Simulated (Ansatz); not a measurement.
Si2PbO3 (space group P-3m1, No. 164): the geometry relaxed with DFT PBE, scalar-relativistic, plane waves, PAW in Ansatz; the starting structure was generated, so it need not be a known form of this composition.

```xyz
6
Lattice="3.0810 0.0000 0.0000 -1.5405 2.6682 0.0000 0.0000 0.0000 13.3127" Properties=species:S:1:pos:R:3 pbc="T T T"
Si    1.5405    0.8894    1.3400
Si    0.0000    1.7788   11.9727
Pb    0.0000    0.0000    6.6564
O     0.0000    0.0000    0.0000
O     0.0000    1.7788    2.0485
O     1.5405    0.8894   11.2642
```

Describe how the polyhedra about Si are linked (bonds: O–Si below 2.1 Å).

Si: SiO3 trigonal pyramid, sharing corners with six neighbours.

They form layers of corner-sharing trigonal pyramids parallel to (001).

Centre to centre across a shared corner: 3.08 Å.

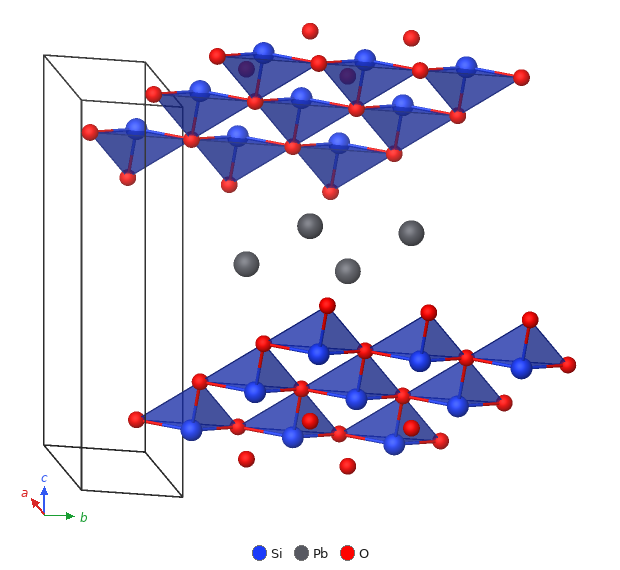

Polyhedra are drawn about Si (bonds: O–Si below 2.1 Å); other atoms are plain spheres.
